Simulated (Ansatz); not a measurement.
# CoH3 (Pm-3m): a soft mode frozen in, part 2 of 2

Aim: this structure of CoH3 (Pm-3m) is to be tested for unstable modes, and one is followed downhill.

Ansatz 0.2.0; DFT PBE, scalar-relativistic, plane waves, norm-conserving pseudopotentials.

So far. Step 4 (The mode frozen in, largest atomic shift 0.14 Å): The run ends at a pressure of 1.77 GPa, with forces up to 0.044 eV/Å. Step 5 (Energy along the mode, all amplitudes (two of the runs …): The lowest of the steps tried is at 0.14 Å, 1.59 meV/atom below the parent; the bottom of the well need not coincide with a step.

## Step 6: Relaxing from the distorted cell

Starting from the lowest point found, all atoms and the cell are let go, so that strain and other modes of the same symmetry can join in.

input.yaml reads:

```yaml
crystal:
  lattice:
    - [2.6121745813, 0.0, 0.0]
    - [0.0, 2.6121745813, 0.0]
    - [0.0, 0.0, 2.6121745813]
  atoms:
    - { symbol: Co, position: [0.0, 0.0022991334, 0.0] }
    - { symbol: H, position: [0.0, 0.4464048073, 0.5] }
    - { symbol: H, position: [0.5, -0.0272295284, 0.5] }
    - { symbol: H, position: [0.5, 0.4464048073, 0.0] }
kpoints:
  mp_grid: { grid: [16, 16, 16] }
hamiltonian:
  xc: pbe
  pseudopotentials: { kind: nc }
scf:
  occupations: { method: methfessel_paxton, width: 0.2 }
output:
  forces: true
  stress: true
  eigenvalues: true
relax:
  adjacent_minimum: "off"
  f_tol: 0.002
  max_steps: 120
  cell: { stress_tol: 0.03 }
```

Command:

```bash
$ ansatz run input.yaml --threads 4 --pin off --max-ram 7168MiB --backend cpu --events-out ev --progress --plain --runs-dir out
```

Numbers of over 12 decimals in the logs are rounded to 6 here.

The log of the run:

```text
[...]
Crystal: 4 atoms, lattice volume = 17.824 Å³
Basis set: ecut = 1306.14654 eV, 1935 PW (Γ), exchange–correlation on 64×64×64 points (8 copies of the dense FFT grid, shifted against one another)
Bands: 14, of which v1, the nominal top of the filled ones, is band 10 counted from 1 (9 counted from 0)
Symmetry: 8 space group operations
[...]
k-points: 405 of 4096 (time reversal used)
[...]
SCF iter   1: F=—  HF=-4211.004298 eV  |F-HF|=—  |Δ(HF+E_count)|=         —  Δρ=8.93e-2  dr2=3.42e-1  ethr=3.10e-3  ⟨swp⟩=5.5  Hψ=27163  notcnv=0
[...]
SCF iter   7: F=-4210.921758 eV  HF=-4210.921758 eV  |F-HF|=4.58e-8  |Δ(HF+E_count)|=   9.41e-7  S|Δr|=    0.00e0  Δρ=2.38e-5  dr2=2.87e-8  ethr=5.00e-10  ⟨swp⟩=8.2  Hψ=32211  notcnv=0
SCF 1 converged in 7 iterations: F = -4210.921758 eV  dr2 = 2.87e-8
relax step   1: F+E_penalty+E_count = -4210.92175832 eV  Δ(F+E_penalty+E_count) = +0.000e0 eV  max|allowed force component| = 4.381e-2 eV/Å  Δτ_max = 0.0000 Å  P = +1.765 GPa  Ω = 17.824 Å³  (7 SCF iters, dr2 threshold 1.00e-7 eV, accepted)
Crystal: 4 atoms, lattice volume = 17.950 Å³
[...]
iter 1 solved again at ethr=1.92e-6 eV; its pass at ethr=3.10e-3 eV (dr2=3.85e-4 eV) is discarded
[...]
SCF iter   5: F=-4210.923929 eV  HF=-4210.923929 eV  |F-HF|=3.89e-9  |Δ(HF+E_count)|=   1.08e-7  S|Δr|=    0.00e0  Δρ=3.75e-5  dr2=2.85e-8  ethr=2.00e-9  ⟨swp⟩=4.9  Hψ=31096  notcnv=0
SCF 2 converged in 5 iterations: F = -4210.923929 eV  dr2 = 2.85e-8
relax step   2: F+E_penalty+E_count = -4210.92392875 eV  Δ(F+E_penalty+E_count) = -2.170e-3 eV  max|allowed force component| = 6.527e-2 eV/Å  Δτ_max = 0.0072 Å  P = +0.366 GPa  Ω = 17.950 Å³  energy of the carried Pulay correction = -5.436e-5 eV  (5 SCF iters, dr2 threshold 4.00e-7 eV, accepted)
Crystal: 4 atoms, lattice volume = 18.031 Å³
[...]
SCF iter   5: F=-4210.924710 eV  HF=-4210.924710 eV  |F-HF|=5.97e-9  |Δ(HF+E_count)|=   1.60e-7  S|Δr|=    0.00e0  Δρ=3.70e-5  dr2=2.40e-8  ethr=2.00e-9  ⟨swp⟩=6.8  Hψ=30604  notcnv=0
SCF 3 converged in 5 iterations: F = -4210.924710 eV  dr2 = 2.40e-8
relax step   3: F+E_penalty+E_count = -4210.92471036 eV  Δ(F+E_penalty+E_count) = -7.816e-4 eV  max|allowed force component| = 9.410e-2 eV/Å  Δτ_max = 0.0044 Å  P = -0.308 GPa  Ω = 18.031 Å³  energy of the carried Pulay correction = -8.937e-5 eV  (5 SCF iters, dr2 threshold 4.00e-7 eV, accepted)
[...]
relax step   4: F+E_penalty+E_count = -4210.92595350 eV  Δ(F+E_penalty+E_count) = -1.243e-3 eV  max|allowed force component| = 9.626e-2 eV/Å  Δτ_max = 0.0121 Å  P = -0.458 GPa  Ω = 18.093 Å³  energy of the carried Pulay correction = -1.158e-4 eV  (5 SCF iters, dr2 threshold 4.00e-7 eV, accepted)
[...]
relax step   5: F+E_penalty+E_count = -4210.92845820 eV  Δ(F+E_penalty+E_count) = -2.505e-3 eV  max|allowed force component| = 6.914e-3 eV/Å  Δτ_max = 0.0350 Å  P = +0.098 GPa  Ω = 18.206 Å³  energy of the carried Pulay correction = -1.639e-4 eV  (6 SCF iters, dr2 threshold 4.00e-7 eV, accepted)
[...]
relax step   6: F+E_penalty+E_count = -4210.92847541 eV  Δ(F+E_penalty+E_count) = -1.721e-5 eV  max|allowed force component| = 3.100e-3 eV/Å  Δτ_max = 0.0036 Å  P = -0.019 GPa  Ω = 18.238 Å³  energy of the carried Pulay correction = -1.775e-4 eV  (5 SCF iters, dr2 threshold 3.48e-8 eV, accepted)
[...]
relax step   7: F+E_penalty+E_count = -4210.92847753 eV  Δ(F+E_penalty+E_count) = -2.121e-6 eV  max|allowed force component| = 5.418e-5 eV/Å  Δτ_max = 0.0003 Å  P = -0.001 GPa  Ω = 18.237 Å³  energy of the carried Pulay correction = -1.770e-4 eV  (4 SCF iters, dr2 threshold 1.59e-8 eV, accepted)
[...]
relax step   8: F+E_penalty+E_count = -4210.92876463 eV  Δ(F+E_penalty+E_count) = -2.871e-4 eV  max|allowed force component| = 1.314e-4 eV/Å  Δτ_max = 0.0000 Å  P = +0.047 GPa  Ω = 18.237 Å³  stress off target by 1.01e-1 GPa  SCF on the basis re-selected at this cell (its energy is not comparable with the rows above)  (6 SCF iters)
[...]
relax step   9: F+E_penalty+E_count = -4210.92876457 eV  Δ(F+E_penalty+E_count) = +6.367e-8 eV  max|allowed force component| = 1.167e-4 eV/Å  Δτ_max = 0.0010 Å  P = +0.002 GPa  Ω = 18.247 Å³  energy of the carried Pulay correction = -4.336e-6 eV  (5 SCF iters, dr2 threshold 2.55e-8 eV, accepted)
[...]
SCF iter   5: F=-4210.928769 eV  HF=-4210.928769 eV  |F-HF|=2.73e-12  |Δ(HF+E_count)|=  9.09e-13  S|Δr|=    0.00e0  Δρ=1.48e-7  dr2=1.86e-12  ethr=1.00e-12  ⟨swp⟩=6.5  Hψ=27800  notcnv=0
SCF 10 converged in 5 iterations: F = -4210.928769 eV  dr2 = 1.86e-12
relax step  10: F+E_penalty+E_count = -4210.92876911 eV  Δ(F+E_penalty+E_count) = -4.545e-6 eV  max|allowed force component| = 1.617e-4 eV/Å  Δτ_max = 0.0000 Å  P = +0.002 GPa  Ω = 18.247 Å³  stress off target by 7.93e-3 GPa  SCF on the basis re-selected at this cell (its energy is not comparable with the rows above)  (5 SCF iters)
[...]
SCF converged after 5 iterations
[...]
Free energy (F): -4210.928769 eV
[...]
Internal energy: -4210.929453 eV  (E = F + TS)
E sigma→0 (E₀):  -4210.928940 eV
Entropy (-TS):   0.000684 eV (0.171 meV/atom)
Fermi energy:    13.596521 eV
[...]
--- Forces (eV/Å), atoms counted from 1 ---
  atom   1  Co     0.00000000     0.00016147     0.00000000
  atom   2  H      0.00000000    -0.00013459     0.00000000
  atom   3  H      0.00000000     0.00010677     0.00000000
  atom   4  H      0.00000000    -0.00013459     0.00000000
  max |Σ_I F_I| component: 9.40e-7 eV/Å
--- Stress (GPa, compression-positive) ---
       -0.000839      -0.000000       0.000000
       -0.000000       0.007931       0.000000
        0.000000       0.000000      -0.000839
  P = ⅓ Tr σ = 0.0021 GPa (0.021 kbar)
--- Band table (eV; the first three rows and the last of 405) ---
  k-point 0: bands = [... 6 lower, 9.0999, 12.6944, 12.6944, 12.7765, 18.4544, 19.7203, 23.7914, 24.3410]
  k-point 1: bands = [... 6 lower, 9.1321, 12.6355, 12.6972, 12.7326, 18.3536, 19.3276, 23.6134, 24.4736]
  k-point 2: bands = [... 6 lower, 9.2387, 12.4739, 12.6075, 12.7083, 17.6990, 18.8131, 23.6246, 24.8621]
  k-point 404: bands = [... 6 lower, 7.4948, 13.2916, 13.3355, 16.6722, 16.6722, 17.5517, 18.8492, 19.7348]
--- Relaxed structure (8 steps of the walk, 8 accepted, 2 SCFs on fresh bases) ---
  F+E_penalty+E_count = -4210.92876911 eV   max|allowed force component| = 1.617e-4 eV/Å   (the final SCF, on the basis selected at the relaxed cell)
  cell:  # Å, volume = 18.2474 Å³
    - [2.608178, 0, 0.0]
    - [0, 2.682415, 0.0]
    - [0.0, 0.0, 2.608178]
  atoms:
    - { symbol: Co, position: [0, 0.025636, 0.0] }
    - { symbol: H, position: [0, 0.435039, 0.5] }
    - { symbol: H, position: [0.5, -0.027834, 0.5] }
    - { symbol: H, position: [0.5, 0.435039, 0.0] }
```

Run time: 2.1 min. Hardware: 4 threads of Arm Neoverse V1, shared host; peak memory 0.74 GiB; 8.4 min of CPU time.

The steps of the relaxation:

```
step  energy less that of the first step (eV)  largest force component (eV/Å)  pressure (GPa)  volume (Å³)
   1                                   0.0000                          0.0438            1.77        17.82
   2                                  -0.0022                          0.0653            0.37        17.95
   3                                  -0.0030                          0.0941           -0.31        18.03
   4                                  -0.0042                          0.0963           -0.46        18.09
   5                                  -0.0067                          0.0069            0.10        18.21
   6                                  -0.0067                          0.0031           -0.02        18.24
   7                                  -0.0067                          0.0001            0.00        18.24
  8*                                  -0.0070                          0.0001            0.05        18.24
   9                                  -0.0070                          0.0001            0.00        18.25
 10*                                  -0.0070                          0.0002            0.00        18.25
```

Relaxation steps marked * repeat the geometry before them on a plane-wave basis chosen anew for their cell, so energy and pressure can jump there.

Forces are held to the 8 operations that the run works with; a distortion that breaks them can't arise in this run.

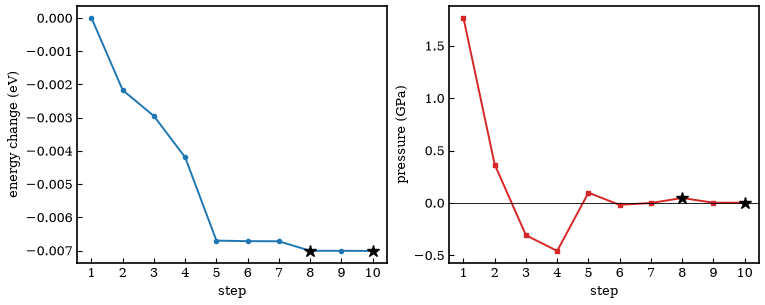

Energy and pressure along the relaxation. Stars mark steps on a basis chosen anew.

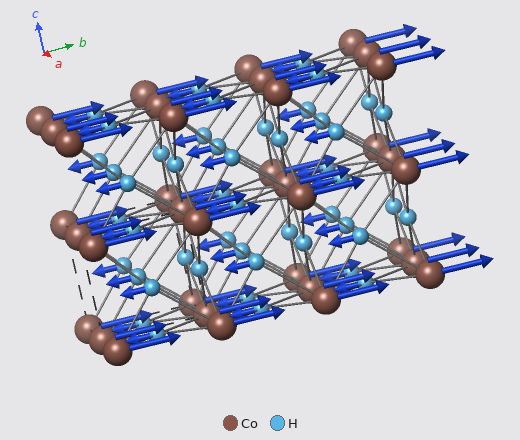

Displacements in the relaxation, exaggerated, measured against the changing cell; the longest in the cell stands for 0.06 Å. 2×3×2 cells are drawn. Some periodic images of atoms are drawn too.

```
conventional cell, symmetrised  before  after  change
                         a (Å)   2.612  2.608  -0.2 %
                         b (Å)   2.612  2.608  -0.2 %
                         c (Å)   2.612  2.682  +2.7 %
              volume (Å³/atom)    4.46   4.56  +2.4 %
```

The atoms that moved most (Å, as changes of fractional coordinates times the final cell):

```
atom     dx      dy     dz  length
 Co1  0.000   0.063  0.000   0.063
  H2  0.000  -0.030  0.000   0.030
  H4  0.000  -0.030  0.000   0.030
```

The relaxed structure:

```xyz
4
Lattice="2.6082 0.0000 0.0000 0.0000 2.6824 0.0000 0.0000 0.0000 2.6082" Properties=species:S:1:pos:R:3 pbc="T T T"
Co    0.0000    0.0688    0.0000
H     0.0000    1.1670    1.3041
H     1.3041   -0.0747    1.3041
H     1.3041    1.1670    0.0000
```

This step gave:

```
pressure        : 0.002085 GPa
volume per atom : 4.562 Å³
```

The distorted start has space group P4mm; the relaxation ends in P4mm.

## Step 7: The new phase in its own primitive cell

The relaxed structure is symmetrised, reduced to its primitive cell and relaxed tightly, as its phonons need.

input.yaml, the sections that differ from step 6:

```yaml
crystal:
  lattice:
    - [2.6081779855, 0.0, 0.0]
    - [0.0, 2.6081779855, 0.0]
    - [0.0, 0.0, 2.6824152396]
  atoms:
    - { symbol: Co, position: [0.0, 0.0, 0.9743635265] }
    - { symbol: H, position: [0.0, 0.5, 0.5649614158] }
    - { symbol: H, position: [0.5, 0.5, 0.0278344223] }
    - { symbol: H, position: [0.5, 0.0, 0.5649614158] }
relax:
  adjacent_minimum: "off"
  f_tol: 0.001
  max_steps: 60
  cell: { stress_tol: 0.01 }
# kpoints, hamiltonian, scf, output: as in step 6
```

The log of the run:

```text
[...]
Crystal: 4 atoms, lattice volume = 18.247 Å³
Basis set: ecut = 1306.14654 eV, 1959 PW (Γ), exchange–correlation on 64×64×64 points (8 copies of the dense FFT grid, shifted against one another)
Bands: 14, of which v1, the nominal top of the filled ones, is band 10 counted from 1 (9 counted from 0)
Symmetry: 8 space group operations
[...]
--- Relaxed structure (1 steps of the walk, 1 accepted, 1 SCFs on fresh bases) ---
[...]
cell:  # Å, volume = 18.2474 Å³
    - [2.6081779855, 0.0, 0.0]
    - [0.0, 2.6081779855, 0.0]
    - [0.0, 0.0, 2.6824152396]
  atoms:
    - { symbol: Co, position: [0.0, 0.0, 0.974364] }
    - { symbol: H, position: [0.0, 0.5, 0.564961] }
    - { symbol: H, position: [0.5, 0.5, 0.0278344223] }
    - { symbol: H, position: [0.5, 0.0, 0.564961] }
[key lines of the parts left out:]
SCF converged after 6 iterations
Free energy (F): -4210.928769 eV
Fermi energy:    13.596521 eV
P = ⅓ Tr σ = 0.0021 GPa (0.021 kbar)
```

Elapsed: 29 s, on 4 threads; peak memory 0.73 GiB.

Little changed from the start: no atom moved by 0.005 Å and no cell edge by 0.1 %.

This step gave:

```
pressure : 0.002079 GPa
```

The largest force component left is 0.16 meV/Å and the pressure is 0.002 GPa, within the tolerances set. The cell now holds 4.56 Å³/atom.

## Step 8: Modes of the new phase

A relaxed structure may still be a saddle point, so its zone-centre modes are computed. No field response is asked, since the mesh shows no gap.

input.yaml, as its differences from that of step 7:

```diff
@@ -18,9 +18,4 @@
 output:
-  forces: true
-  stress: true
   eigenvalues: true
-relax:
-  adjacent_minimum: "off"
-  f_tol: 0.001
-  max_steps: 60
-  cell: { stress_tol: 0.01 }
+phonons:
+  method: dfpt
```

The log of the run:

```text
[...]
Crystal: 4 atoms, lattice volume = 18.247 Å³
Basis set: ecut = 1306.14654 eV, 1959 PW (Γ), exchange–correlation on 64×64×64 points (8 copies of the dense FFT grid, shifted against one another)
Bands: 14, of which v1, the nominal top of the filled ones, is band 10 counted from 1 (9 counted from 0)
Symmetry: 8 space group operations
k-points: 729 of 4096 (irreducible under 4 space group operations, time reversal used)
[...]
SCF iter   1: F=—  HF=-4211.043946 eV  |F-HF|=—  |Δ(HF+E_count)|=         —  Δρ=9.03e-2  dr2=4.27e-1  ethr=3.10e-3  ⟨swp⟩=5.5  Hψ=48884  notcnv=0
[...]
SCF iter  10: F=-4210.928769 eV  HF=-4210.928769 eV  |F-HF|=3.64e-12  |Δ(HF+E_count)|=  5.82e-11  S|Δr|=    0.00e0  Δρ=4.27e-7  dr2=8.06e-12  ethr=1.00e-12  ⟨swp⟩=7.9  Hψ=59211  notcnv=0
SCF 1 converged in 10 iterations: F = -4210.928769 eV  dr2 = 8.06e-12
[...]
SCF converged after 10 iterations
[...]
Free energy (F): -4210.928769 eV
[...]
Internal energy: -4210.929453 eV  (E = F + TS)
E sigma→0 (E₀):  -4210.928940 eV
Entropy (-TS):   0.000684 eV (0.171 meV/atom)
Fermi energy:    13.596521 eV
[...]
--- Band table (eV; the first three rows and the last of 729) ---
  k-point 0: bands = [... 6 lower, 9.0999, 12.6944, 12.6944, 12.7765, 18.4544, 19.7203, 23.7914, 24.3410]
  k-point 1: bands = [... 6 lower, 9.0744, 12.6577, 12.6577, 12.7789, 17.9981, 19.6573, 24.0630, 24.4622]
  k-point 2: bands = [... 6 lower, 9.0461, 12.5553, 12.5553, 12.7859, 16.9701, 19.4749, 24.6097, 24.8180]
  k-point 728: bands = [... 6 lower, 7.4948, 13.2916, 13.3355, 16.6722, 16.6722, 17.5517, 18.8492, 19.7348]
[...]
ASR residual: 6.605e-4 → 0.000e0 eV/Å²; symmetrization residual: 3.154e-6 eV/Å²
  ASR residual per site (eV/Å²): 6.61e-4 2.18e-5 6.02e-5 2.18e-5
[...]
```

Elapsed: 2.2 min, on 4 threads; peak memory 2.1 GiB; 8.8 min of CPU time.

This step gave:

- sum-rule residual before enforcement: 6.61e-4 eV/Å²
- point group: 4mm
- highest optical mode at the zone centre (no LO-TO term): 1095 cm⁻¹
- lowest optical zone-centre mode: -238.8 cm⁻¹

Patterns of degenerate modes are one choice out of their space. Modes at Γ, with each element's share of the kinetic energy (negative means imaginary):

```
mode  frequency (cm⁻¹)  symmetry  Co %  H %
   1            -238.8         E     3   97
   2            -238.8         E     3   97
   3               0.0  acoustic    95    5
   4               0.0  acoustic    95    5
   5               0.0  acoustic    95    5
   6             552.7         E     1   99
   7             552.7         E     1   99
   8             638.9        A1     5   95
   9             669.0        B1     0  100
  10            1025.0         E     0  100
  11            1025.0         E     0  100
  12            1094.7        A1     0  100
```

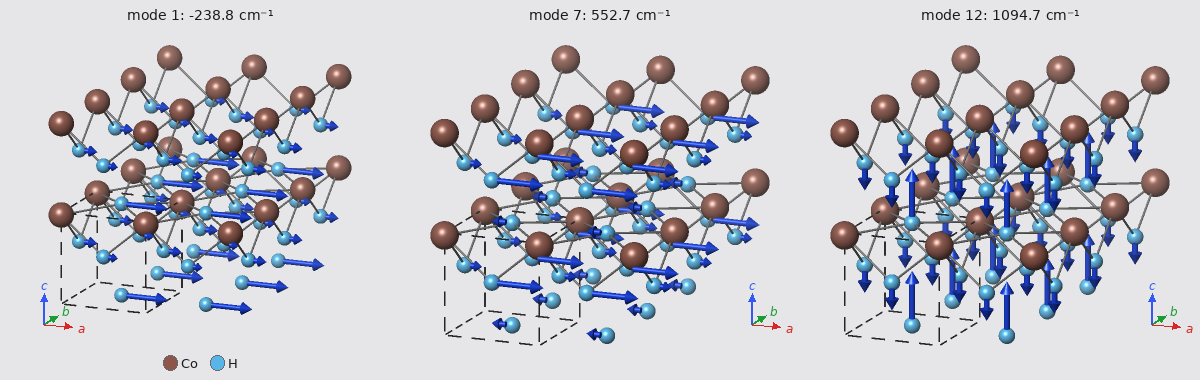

Displacement patterns of modes 1, 7 and 12 at Γ; arrows are exaggerated. Bonds to atoms that aren't drawn are left out. 2×3×2 cells are drawn. Some periodic images of atoms are drawn too.

Before it was imposed, the acoustic sum rule was missed by 6.6e-4 eV/Å². Small misses are needed for a sound result but don't prove that mesh and cutoff are converged. The lowest optical mode is imaginary, 238.8i cm⁻¹, so the energy falls along it.

## Step 9: Outcome

| Item | Value |
| --- | --- |
| unstable mode of the parent | q = (0, 0, 0), 352i cm⁻¹ |
| depth at the lowest point sampled | 1.59 meV/atom |
| largest atomic shift at that point | 0.14 Å |
| space group reached (within 0.01 Å) | P4mm |
| energy gained over the parent (first relaxation, on the mesh of the frozen mode) | 3.31 meV/atom |
| volume per atom, phase reached | 4.56 Å³ |
| lowest optical zone-centre mode, phase reached | -239 cm⁻¹ |
| highest optical mode at the zone centre (no LO-TO term), phase reached | 1095 cm⁻¹ |

**Reading.** Along this mode the structure falls into P4mm, 3.31 meV/atom below the parent. At the parent's cell the well is 1.594 meV/atom deep on the steps tried, with its lowest point at a shift of 0.14 Å. Relaxing atoms and cell changes the gain by +1.72 meV/atom against the lowest step (energies at zero smearing). The new phase still has an imaginary mode at the zone centre of its cell, so it is a saddle point on the way to a lower structure. Of the 3 patterns followed to their end from this parent, this one ends 1.11 meV/atom above the lowest, Amm2. Another end point lies within 1 meV/atom; how such a difference moves with mesh and cutoff was not tested. Each path keeps the symmetry of its pattern, so a lower phase may lie along a pattern not tried. With no gap, or one that is small against the smearing, the frequencies hang on the k mesh and the smearing, most of all near Kohn anomalies. The phonon runs are without spin polarisation, although Co often carries a moment.

[Logs are printed without paths, hosts, clocks, repeated set-up lines and the standing remarks that a program may print on its own settings, such as how far it seeks lower states.]

[Hosts, paths, dates, database ids (printed as entryN), source tags and the programs' standing remarks are cut or masked in the printed files.]
